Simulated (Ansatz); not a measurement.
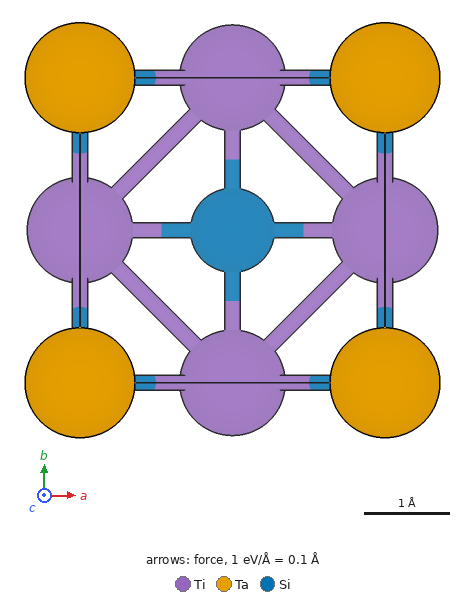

Starting geometry of solid TaTi₂Si₃ (a generated structure, set up in P4/mmm) (coarse preliminary run) with the computed forces as red arrows. A ball-and-stick model of the cell of the calculation, seen along the c axis.

Method: Ansatz 0.2.0, DFT PBE, scalar-relativistic, plane waves, PAW.

Input
```yaml
crystal:
  lattice:
    - [3.62548224, 0.0, 0.0]
    - [0.0, 3.62548224, 0.0]
    - [0.0, 0.0, 7.72228492]
  atoms:
    - { symbol: Ti, position: [0.0, 0.5, 0.5] }
    - { symbol: Ti, position: [0.5, 0.0, 0.5] }
    - { symbol: Ta, position: [0.0, 0.0, 0.0] }
    - { symbol: Si, position: [0.0, 0.0, 0.64202536] }
    - { symbol: Si, position: [0.0, 0.0, 0.35797464] }
    - { symbol: Si, position: [0.5, 0.5, 0.5] }
basis:
  ecutwfc: 420
kpoints:
  mp_grid: { grid: [6, 6, 2] }
hamiltonian:
  xc: pbe
scf:
  occupations: { method: gaussian, width: 0.1 }
  lower_state_search: "off"
output:
  forces: true
  stress: true
  eigenvalues: true
relax:
  adjacent_minimum: "off"
  f_tol: 0.04
  max_steps: 70
  cell: { stress_tol: 0.4 }
```

Launched with:
```bash
ansatz run input.yaml --threads 1 --pin off --max-ram 2560MiB --backend cpu --events-out ev --progress --plain --runs-dir out
```

What follows when this structure is relaxed?

Answer. It isn't relaxed: the largest force vector, on Si atoms, is 12.10 eV/Å. The atoms end up moving mostly along the starting forces (cosine between the two patterns 1.00). After 12 accepted moves (14 points after the start) the energy has fallen by 3393 meV per atom. The largest force component goes from 12 to 0.0008 eV/Å. The pressure goes from 94.84 to −0.02 GPa. The SCF was repeated twice at an unchanged geometry on a basis and grid sized afresh for the cell, which shifted the energy by 96.7 meV per atom at most. The largest moves relative to the cell, 0.16 Å, are those of Si4 and Si5. Si5 goes along −c. Ti and Ta stay in place. The volume changes by +60.0 %, with a = b 3.625 → 4.739 Å (+30.7 %), c 7.722 → 7.229 Å (−6.4 %). Some distances before and after: Ti1–Ti2 2.564 → 3.351 Å, Si4–Si6 2.788 → 3.554 Å, Ti1–Si6 1.813 → 2.370 Å, Ti1–Si4 2.119 → 2.648 Å. Bonds break: Ti1–Ti2 (2.56 → 3.35 Å). Among the angles between lasting bonds that change: Si4–Ti1–Si4 117.6° → 127.0°, Ti1–Si5–Ti1 117.6° → 127.0°, Ti1–Si5–Ta3 121.2° → 116.5°. The space group stays P4/mmm (No. 123). Cost: 95 s on 1 thread of Arm Neoverse V1, with other jobs on the host, peak memory 0.44 GiB.

Limits of the set-up: the k-point mesh is coarse for a cell with partly filled bands.
